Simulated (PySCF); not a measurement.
## Frequency calculation of HfH2O2

System: HfH2O2.
Method: RKS-based PBE0, Hf def2-TZVP with ECP60, O def2-TZVP, H def2-TZVP; non-relativistic Hamiltonian with a scalar-relativistic core potential; density fitting (PySCF 2.14.0).

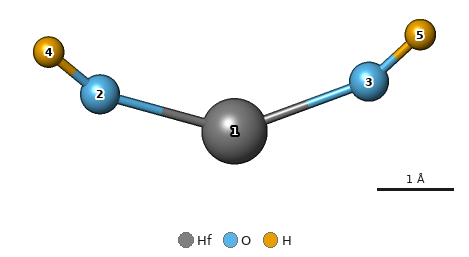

The structure (ball-and-stick view, seen at a tilt; atoms are numbered from 1 in the order of the input). Sticks mark near contacts. Bond lengths as drawn: Hf–O 1.90 Å and H–O 0.95 Å.

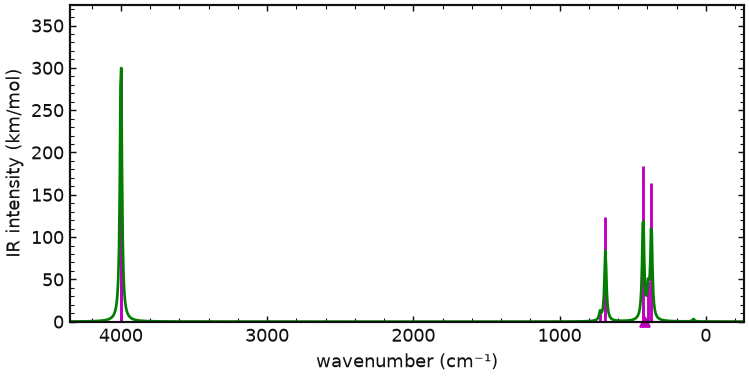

Harmonic infrared spectrum, unscaled: sticks (degenerate modes added up, dark ones marked on the axis) with a Lorentzian envelope of 16 cm⁻¹ full width, scaled to the tallest stick. 9 modes from 84 to 4000 cm⁻¹, none imaginary. The strongest line is at 3999 cm⁻¹ (300 km/mol). All modes, in cm⁻¹ (km/mol): 84 (4.4), 372 (164), 394 (48), 415 (0.0), 428 (184), 686 (123), 723 (13.9), 3999 (300), 4000 (172).

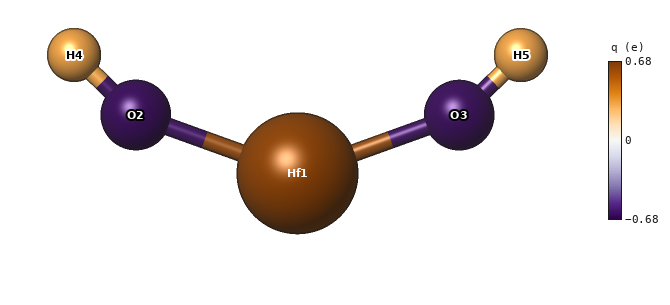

Mulliken charges, as the colour of each atom (ball-and-stick view, seen at a tilt; atoms are numbered from 1 in the order of the input). By element: Hf +0.64, O −0.65 and H +0.33 e.

These pictures come from the run below.

## Input file
```python
from pyscf import gto, scf, dft
mol = gto.M(atom='''
Hf    -0.000000     0.000000    -0.134437
O      1.752421    -0.362428     0.510054
O     -1.752421     0.362428     0.510054
H      2.421634    -0.500832     1.174471
H     -2.421634     0.500832     1.174471''',
    basis={'Hf': 'def2-TZVP', 'O': 'def2-TZVP', 'H': 'def2-TZVP'},
    ecp={'Hf': 'def2-TZVP'},
    charge=0, spin=0)
mf = dft.RKS(mol, xc='PBE0')
mf.grids.atom_grid = (75, 302)
aux = {'Hf': 'def2-universal-JKFIT', 'O': 'def2-universal-JKFIT', 'H': 'def2-universal-JKFIT'}
mf = mf.density_fit(auxbasis=aux)
mf.conv_tol = 1e-09
mf.diis_space = 10
mf.max_cycle = 60
mf.verbose = 4
mf.kernel()
```

The script is an equivalent of the set-up of the self-consistent field. The run itself was carried out by a driver, which started from the orbitals of the step before it where there was one and computed the further properties.

Launch command:
```bash
OMP_NUM_THREADS=4 python axn.py task.json out
```

## The program's output
```
init E= -199.622915994575
  HOMO = -0.178579148516249  LUMO = -0.0600367490171877  gap/eV = 3.22570
cycle= 1 E= -199.622915994575  delta_E= -1.71e-13  |g|= 1.68e-06  |ddm|= 4.29e-06
  HOMO = -0.178578793308358  LUMO = -0.0600362362617967  gap/eV = 3.22571
Extra cycle  E= -199.622915994573  delta_E= 2.44e-12  |g|= 3.03e-06  |ddm|= 4.88e-06
converged SCF energy = -199.622915994573
```

## Results in brief

- outcome: converged
- total energy: −199.622916 hartree
- HOMO: −4.86 eV
- LUMO: −1.63 eV
- zero-point energy: 0.025288 hartree
- dipole moment: 2.15 D
- wavenumbers, lowest and highest: 84 and 4000 cm⁻¹
- hardware: 4 threads of Arm Neoverse V2, 24 GiB of memory available, shared host
- wall time: 38 s (CPU time 2.1 min)
- peak memory: 1.5 GiB
